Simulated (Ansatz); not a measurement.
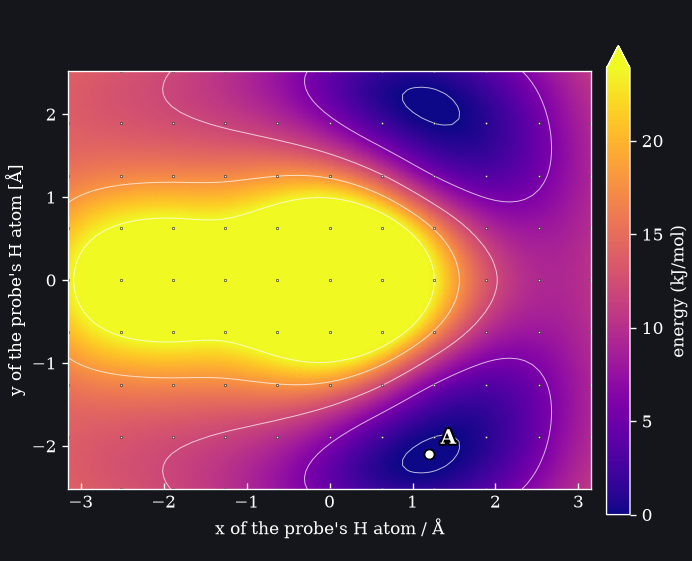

BrF₂Ga (SMILES [F][Ga]([F])[Br]) with the probe H2O. 
- The probe is moved over a plane parallel to the molecule's main plane, 2.10 Å above it.
- The first coordinate is: x of the probe's H atom; the second: y of the probe's H atom.
- Nothing is relaxed (molecule and probe rigid, the probe upright with H nearest the plane).
- Grid: 11 × 9 points; 55 points were computed and 44 follow by symmetry.
- Energies are in kJ/mol, from the lowest grid point.
- The calculation used RKS PBE-D4/def2-SVPD (Ansatz).

In the figure: a smooth colour map with a few white contour lines, dots at the grid points, one colour for all values above the top of the scale, the point A. Between grid points the surface is interpolated.

> Find the lowest pass out of the well at A.

The easiest path leads from the well at about x of the probe's H atom = 1.20 Å, y of the probe's H atom = −2.09 Å to a well of about the same depth at about x of the probe's H atom = 1.20 Å, y of the probe's H atom = 2.09 Å. Its highest point lies about 9.7 kJ/mol above the bottom of the first well on the interpolated surface, at about x of the probe's H atom = 2.69 Å, y of the probe's H atom = 0.00 Å. This is the barrier on the constrained surface; relaxing the other coordinates would change it.

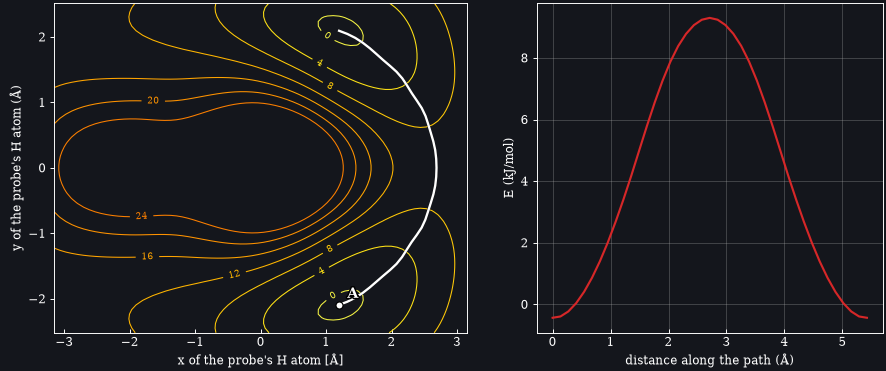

In the figure: contour lines labelled in kJ/mol (none above 24), a line along the lowest path, the energy along the path at the right. Between grid points the surface is interpolated.
